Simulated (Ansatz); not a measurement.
**Two runs on MoO2**

System: MoO2, multiplicity 3.
Method of the first run: UKS r2SCAN-D4/def2-TZVP (Ansatz 0.2.0).

The geometry: r2SCAN-D4/def2-TZVP start. Text and figures count atoms from 1; the logs count them from 0 in places.

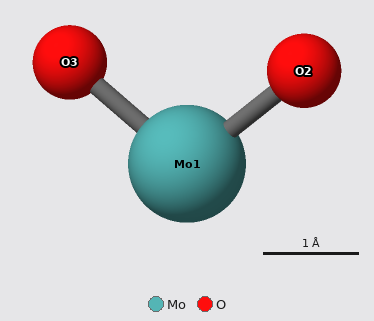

Fig. 1: The starting structure (ball-and-stick view, seen at an oblique angle; atoms are numbered from 1 in the order of the input). Sticks mark near contacts. Bond lengths as drawn: Mo–O 1.67 Å.

### Input, the first run
```yaml
crystal:
  periodic: [false, false, false]
  atoms:
    - {symbol: Mo, position_ang: [0.265408, -0.521781, 0.355159]}
    - {symbol: O, position_ang: [-1.349147, -0.207250, 0.043683]}
    - {symbol: O, position_ang: [1.083739, 0.729041, -0.398842]}
basis:
  gaussian: {orbitals: def2-TZVP}
magnetization: {spin_polarized: true, initial_magnetization: 2}
hamiltonian: {xc: r2scan, dispersion: d4}
scf: {omitted_lower_state_checks: [starts]}
output: {orbitals: {seedname: orbitals}}
relax: {f_tol: 0.02, max_steps: 100}
```

Launched with:
```bash
ansatz run in.yaml --threads 4 --pin off --events-out ev --progress --plain --max-ram 3916MiB
```

Hardware: 4 threads of Arm Neoverse V1, 23 GiB of memory available, shared host.

### Output, shortened to warnings, some set-up lines, iterations and results (the first run)
```
[...]
mean field evaluation 1: about -5935.6284 eV, gradient 6.7e1 eV
mean field evaluation 2: about -5613.0625 eV, gradient 2.5e2 eV
mean field evaluation 4: about -5949.9604 eV, gradient 1.8e1 eV
mean field evaluation 8: about -5951.3249 eV, gradient 1.2e-1 eV
mean field evaluation 16: about -5951.3197 eV, gradient 1.5e-3 eV
relax step   1: F+E_penalty+E_count = -5951.33179082 eV  Δ(F+E_penalty+E_count) = +0.000e0 eV  max|allowed force component| = 1.084e0 eV/Å  Δτ_max = 0.0000 Å  (40 SCF iters, …
mean field evaluation 32: about -5951.4253 eV, gradient 8.0e-4 eV
relax step   2: F+E_penalty+E_count = -5951.43734777 eV  Δ(F+E_penalty+E_count) = -1.056e-1 eV  max|allowed force component| = 2.105e-1 eV/Å  Δτ_max = 0.0767 Å  (48 SCF …
relax step   3: F+E_penalty+E_count = -5951.44239410 eV  Δ(F+E_penalty+E_count) = -5.046e-3 eV  max|allowed force component| = 2.927e-2 eV/Å  Δτ_max = 0.0207 Å  (42 SCF …
relax step   4: F+E_penalty+E_count = -5951.44240958 eV  Δ(F+E_penalty+E_count) = -1.548e-5 eV  max|allowed force component| = 9.661e-3 eV/Å  Δτ_max = 0.0008 Å  (35 SCF …
these checks for a lower state are left out or cut short: starts
610 factors; their error is unknown
mean field -5951.43034851 eV, -218.7110312833 hartree, gradient 1.8e-5 eV, S^2 2.017513; 0 other end points of the search recorded, 0 dependent functions left out
the calculation of the forces begins
reference -5951.43037468 eV, -218.7110322450 hartree; 16, 14 occupied and 86, 88 virtual orbitals, 610 factors
Total energy: -5951.44243575 eV, -218.7114754813 hartree
Atom 0 at     0.240574    -0.472958     0.321927 Å, force    -0.004914     0.009661    -0.006576 eV/Å
Atom 1 at    -1.422039    -0.264493     0.075816 Å, force     0.009125    -0.002264     0.002075 eV/Å
Atom 2 at     1.181465     0.737461    -0.397743 Å, force    -0.004211    -0.007396     0.004501 eV/Å
Dipole moment:     0.339334    -0.667120     0.454084 e Å
Checks for a lower state left out: starts
```

For the second run the input was changed thus:
```diff
-magnetization: {spin_polarized: true, initial_magnetization: 2}
+total_charge: 1
+magnetization: {spin_polarized: true, initial_magnetization: 1}
```

Predict how the results change.

The two differ by one electron: with each relaxed, removing it changes the energy by 8.63 eV. The HOMO goes from −5.60 to −12.98 eV. The LUMO goes from −4.26 to −11.68 eV.

### Output (the second run)
```
Functional definition: r2SCAN
  parameter k0 = 0.174
  parameter k1 = 0.065
  parameter a1 = 4.9479
  exchange = r2scan_x(k0 = k0, k1 = k1, a1 = a1)
  correlation = r2scan_c
these checks for a lower state are left out or cut short: starts
610 factors; their error is unknown
mean field evaluation 1: about -5903.4020 eV, gradient 1.1e2 eV
mean field evaluation 2: about -5438.1890 eV, gradient 2.8e2 eV
mean field evaluation 4: about -5939.2508 eV, gradient 3.2e1 eV
mean field evaluation 8: about -5942.7913 eV, gradient 1.1e-1 eV
mean field evaluation 16: about -5942.7851 eV, gradient 4.1e-3 eV
mean field -5942.78508471 eV, -218.3933236988 hartree, gradient 5.4e-5 eV, S^2 0.766675; 0 other end points of the search recorded, 0 dependent functions left out
the calculation of the forces begins
reference -5942.78509479 eV, -218.3933240692 hartree; 15, 14 occupied and 87, 88 virtual orbitals, 610 factors
relax step   1: F+E_penalty+E_count = -5942.79487987 eV  Δ(F+E_penalty+E_count) = +0.000e0 eV  max|allowed force component| = 1.137e0 eV/Å  Δτ_max = 0.0000 Å  (41 SCF iters, accepted)
these checks for a lower state are left out or cut short: starts, cluster_reference, orbital_swaps, neighbouring_geometries, increment
610 factors; their error is unknown
mean field evaluation 32: about -5942.8063 eV, gradient 1.9e-5 eV
mean field -5942.80631244 eV, -218.3941038035 hartree, gradient 1.9e-5 eV, S^2 0.763738; 0 other end points of the search recorded, 0 dependent functions left out
the calculation of the forces begins
reference -5942.80632235 eV, -218.3941041674 hartree; 15, 14 occupied and 87, 88 virtual orbitals, 610 factors
relax step   2: F+E_penalty+E_count = -5942.81614627 eV  Δ(F+E_penalty+E_count) = -2.127e-2 eV  max|allowed force component| = 1.448e-1 eV/Å  Δτ_max = 0.0135 Å  (45 SCF iters, accepted)
these checks for a lower state are left out or cut short: starts, cluster_reference, orbital_swaps, neighbouring_geometries, increment
610 factors; their error is unknown
mean field -5942.80676433 eV, -218.3941204099 hartree, gradient 1.3e-5 eV, S^2 0.763400; 0 other end points of the search recorded, 0 dependent functions left out
the calculation of the forces begins
reference -5942.80677422 eV, -218.3941207733 hartree; 15, 14 occupied and 87, 88 virtual orbitals, 610 factors
relax step   3: F+E_penalty+E_count = -5942.81660458 eV  Δ(F+E_penalty+E_count) = -4.583e-4 eV  max|allowed force component| = 7.964e-3 eV/Å  Δτ_max = 0.0039 Å  (46 SCF iters, accepted)
these checks for a lower state are left out or cut short: starts
610 factors; their error is unknown
mean field -5942.80676433 eV, -218.3941204099 hartree, gradient 1.6e-5 eV, S^2 0.763400; 0 other end points of the search recorded, 0 dependent functions left out
the calculation of the forces begins
reference -5942.80677422 eV, -218.3941207733 hartree; 15, 14 occupied and 87, 88 virtual orbitals, 610 factors
Total energy: -5942.81661447 eV, -218.3944823959 hartree
Atom 0 at     0.260440    -0.512013     0.348510 Å, force     0.004051    -0.007964     0.005421 eV/Å
Atom 1 at    -1.338675    -0.209060     0.045554 Å, force     0.002972     0.005906    -0.003620 eV/Å
Atom 2 at     1.078235     0.721083    -0.394065 Å, force    -0.007023     0.002059    -0.001802 eV/Å
Dipole moment:     0.410239    -0.806517     0.548966 e Å
Checks for a lower state left out: starts
```

### The two runs side by side

| quantity | the first run | the second run |
| --- | --- | --- |
| outcome | converged | converged |
| total energy (hartree) | −218.711475 | −218.394482 |
| HOMO (eV) | −5.60 | −12.98 |
| LUMO (eV) | −4.26 | −11.68 |
| dipole moment (D) | 4.20 | – |
| ⟨S²⟩ | 2.018 | 0.763 |
| largest force (eV/Å) | 0.013 | 0.010 |
| basis functions | 102 | 102 |
| wall time (shared host) | 12 s | 9 s |
